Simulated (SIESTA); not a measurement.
Band structure of HfSb₄Mo (Cm, 6 atoms in the cell).

```yaml
crystal:
  lattice:
    - [5.15911, -1.83344, 0.00000]
    - [5.15911, 1.83344, 0.00000]
    - [-4.18047, 0.00000, 7.32575]
  atoms:
    - { symbol: Hf, position: [0.15139, 0.15139, 0.19076] }
    - { symbol: Sb, position: [0.85895, 0.85895, 0.47690] }
    - { symbol: Sb, position: [0.15648, 0.15648, 0.54617] }
    - { symbol: Sb, position: [0.39566, 0.39566, 0.09418] }
    - { symbol: Sb, position: [0.59104, 0.59104, 0.88389] }
    - { symbol: Mo, position: [0.84752, 0.84752, 0.80810] }
```

Method: LDA PW92, numerical atomic orbitals TZP, PseudoDojo LDA standard norm-conserving potentials (rewritten from UPF to PSML) run with SIESTA.

Settings: XC.functional = LDA; XC.authors = PW92; potentials = PseudoDojo LDA standard; PAO.BasisSize = TZP; PAO.EnergyShift = 0.005 Ry; MeshCutoff = 300 Ry; kgrid.MonkhorstPack = 4 4 2; OccupationFunction = FD; ElectronicTemperature = 0.1 eV; MaxSCFIterations = 150; SCF.Mixer.Method = Pulay; SCF.Mixer.Weight = 0.25; SCF.Mixer.History = 8; SCF.DM.Tolerance = 1.0E-05.

The starting cell comes from a database of computed structures (which also holds hypothetical and non-ambient phases and stackings), without a prior relaxation at this level. Its lattice was rescaled by a random factor within 2.5 % of one. Spin-orbit coupling is off. Spin polarisation is off. Values carry the incompleteness of an atom-centred basis.

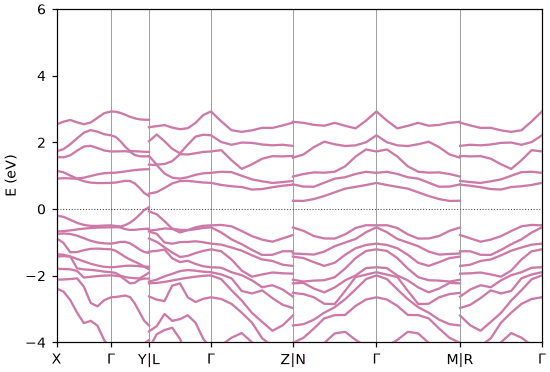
*Bands along the path, energies from the Fermi level.*

Levels in eV from the Fermi level, bands 40 to 45:
```
point     40     41     42     43    44    45
-----  -----  -----  -----  -----  ----  ----
X      -0.88  -0.75  -0.67  -0.20  0.91  1.15
Γ      -1.21  -1.04  -0.55  -0.49  0.78  1.09
Y      -1.73  -1.31  -0.59   0.05  0.39  1.20
Z      -1.94  -1.71  -1.27  -0.78  0.73  0.84
M      -2.12  -1.43  -1.33  -0.55  0.25  0.74
```

Bands cross the Fermi level along this path, so the cell is metallic at this level.

Higher empty bands are left out: an atom-centred basis made for the valence describes them poorly.
